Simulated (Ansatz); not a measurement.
# [NH4]+ (SMILES [NH4+]) at wB97M-V/def2-TZVPP

Aim: the vertical ionisation energy of [NH4]+ at wB97M-V/def2-TZVPP, from 2 runs. 

The calculation is run with Ansatz 0.2.0.

## Step 1: The system as given

[NH4]+ has 5 atoms, charge +1, and is taken as a singlet. SMILES: `[NH4+]`. The coordinates come from a PBE0-D4/def2-TZVP relaxation.

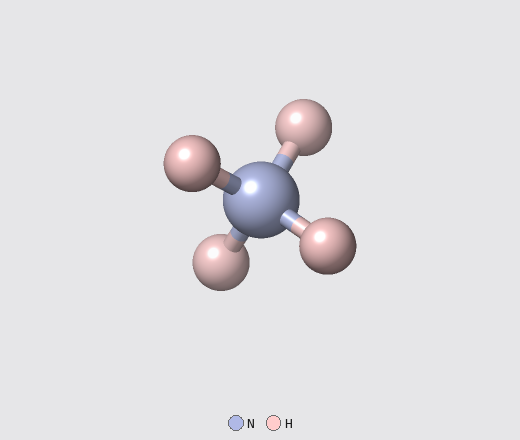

The structure, seen from a chosen angle (nitrogen light blue, hydrogen pink).

## Step 2: The energy at wB97M-V/def2-TZVPP

File input.yaml:

```yaml
basis:
  gaussian: {orbitals: def2-TZVPP}
crystal:
  periodic: [false, false, false]
  atoms:
    - {symbol: N, position_ang: [0.000010, 0.000010, -0.000000]}
    - {symbol: H, position_ang: [0.453330, -0.447860, 0.801010]}
    - {symbol: H, position_ang: [-0.972430, 0.216180, 0.235210]}
    - {symbol: H, position_ang: [0.023940, -0.633460, -0.803650]}
    - {symbol: H, position_ang: [0.495160, 0.865130, -0.232580]}
total_charge: 1
hamiltonian: {xc: {name: wB97M-V}}
accuracy: high
output: {orbitals: {seedname: orbitals}}
```

Run with:

```bash
ansatz run input.yaml --threads 1 --pin off --max-ram 3480MiB --events-out events.jsonl --progress --plain --runs-dir runs
```

Standard output:

```text
Warning: RAYON_NUM_THREADS=1 ignored (pool sized by the plan → 1); use --threads N
Functional definition: wB97M-V
  name "wB97M-V"
  parameter omega = 0.3/bohr
  parameter cx = 0.15
  parameter cx01 = 1.007
  parameter cx10 = 0.259
  parameter css00 = 0.443
  parameter css04 = -1.437
  parameter css10 = -4.535
  parameter css20 = -3.390
  parameter css43 = 4.278
  parameter cos00 = 1.000
  parameter cos10 = 1.358
  parameter cos20 = 2.924
  parameter cos21 = -8.812
  parameter cos60 = -1.390
  parameter cos61 = 9.142
  parameter b = 6.0
  parameter c = 0.01
  gx(w, u) = 1 - cx + cx01*u + cx10*w
  gss(w, u) = css00 + css04*u^4 + css10*w + css20*w^2 + css43*w^4*u^3
  gos(w, u) = cos00 + cos10*w + (cos20 + cos21*u)*w^2 + (cos60 + cos61*u)*w^6
  exchange = spin_sum(e_x_unif_sr(omega)*gx(b97_w, b97_u_x)) + cx*exact_x_sr(omega) + exact_x_lr(omega)
  correlation = spin_sum(e_c_pw_mod_same_spin*gss(b97_w, b97_u_same))
      + integral(e_c_pw_mod_opposite_spin*gos(b97_w_opposite, b97_u_opposite)) + vv10(b, c)
1521 factors; integrals over basis functions are off by at most 3.6e-9 eV
210 factors; integrals over basis functions are off by at most 1.3e-9 eV
mean field evaluation 1: about -1539.1333 eV, gradient 7.4e1 eV
mean field evaluation 2: about -1541.9069 eV, gradient 5.8e1 eV
mean field evaluation 4: about -1547.9707 eV, gradient 2.6e-1 eV
mean field evaluation 8: about -1547.9691 eV, gradient 4.0e-3 eV
mean field evaluation 16: about -1547.9691 eV, gradient 2.1e-8 eV
mean field -1547.96908158 eV, -56.8868144970 hartree, gradient 2.1e-8 eV, S^2 0.000000; 0 other end points of the search recorded, 0 dependent functions left out
reference -1547.96908466 eV, -56.8868146099 hartree; 5, 5 occupied and 82, 82 virtual orbitals, 1521 factors
Total energy: -1547.96908466 eV, -56.8868146099 hartree
```

It took 12 s on 1 thread of Arm Neoverse V1, shared host; peak memory 0.27 GiB.

## Step 3: Doublet [NH4]2+ at the same level

File run.yaml:

```yaml
crystal:
  periodic: [false, false, false]
  atoms:
    - {symbol: "N", position_ang: [0.000010, 0.000010, -0.000000]}
    - {symbol: H, position_ang: [0.453330, -0.447860, 0.801010]}
    - {symbol: H, position_ang: [-0.972430, 0.216180, 0.235210]}
    - {symbol: H, position_ang: [0.023940, -0.633460, -0.803650]}
    - {symbol: H, position_ang: [0.495160, 0.865130, -0.232580]}
basis:
  gaussian:
    orbitals: def2-TZVPP
total_charge: 2
magnetization:
  spin_polarized: true
  initial_magnetization: 1
hamiltonian:
  xc: {name: wB97M-V}
accuracy: high
output:
  orbitals: {seedname: orbitals}
```

Run with:

```bash
ansatz run run.yaml --threads 1 --pin off --max-ram 3480MiB --events-out events.jsonl --progress --plain --runs-dir runs
```

Standard output, shortened:

```text
Warning: RAYON_NUM_THREADS=1 ignored (pool sized by the plan → 1); use --threads N
Functional definition: wB97M-V
  name "wB97M-V"
[...]
  gx(w, u) = 1 - cx + cx01*u + cx10*w
  gss(w, u) = css00 + css04*u^4 + css10*w + css20*w^2 + css43*w^4*u^3
  gos(w, u) = cos00 + cos10*w + (cos20 + cos21*u)*w^2 + (cos60 + cos61*u)*w^6
[...]
      + integral(e_c_pw_mod_opposite_spin*gos(b97_w_opposite, b97_u_opposite)) + vv10(b, c)
1521 factors; integrals over basis functions are off by at most 3.6e-9 eV
210 factors; integrals over basis functions are off by at most 1.3e-9 eV
[...]
mean field -1521.48834603 eV, -55.9136654146 hartree, gradient 1.0e-8 eV, S^2 0.751002; 4 other end points of the search recorded, 0 dependent functions left out
reference -1521.48834831 eV, -55.9136654985 hartree; 5, 4 occupied and 82, 83 virtual orbitals, 1521 factors
Total energy: -1521.48834831 eV, -55.9136654985 hartree
```

Run time: 29 s. Hardware: 1 thread of Arm Neoverse V1, shared host; peak memory 0.44 GiB.

## Step 4: Summary of results

At wB97M-V/def2-TZVPP:

| quantity | value |
| --- | --- |
| singlet [NH4]+: total energy | -56.88681 Eh |
| singlet [NH4]+: HOMO energy | -25.23 eV |
| singlet [NH4]+: LUMO energy | -4.47 eV |
| singlet [NH4]+: HOMO–LUMO gap | 20.76 eV |
| doublet [NH4]2+: total energy | -55.91367 Eh |
| doublet [NH4]2+: HOMO energy (highest over α and β) | -36.62 eV |
| doublet [NH4]2+: LUMO energy (lowest over α and β) | -27.68 eV |
| doublet [NH4]2+: ⟨S²⟩ | 0.751 |
| vertical ionisation energy (to the doublet dication) | 26.481 eV |

In words: Removing an electron at fixed nuclei costs 26.48 eV (611 kcal/mol). −ε(HOMO) before ionisation, 25.23 eV, is 1.25 eV below this ionisation energy.
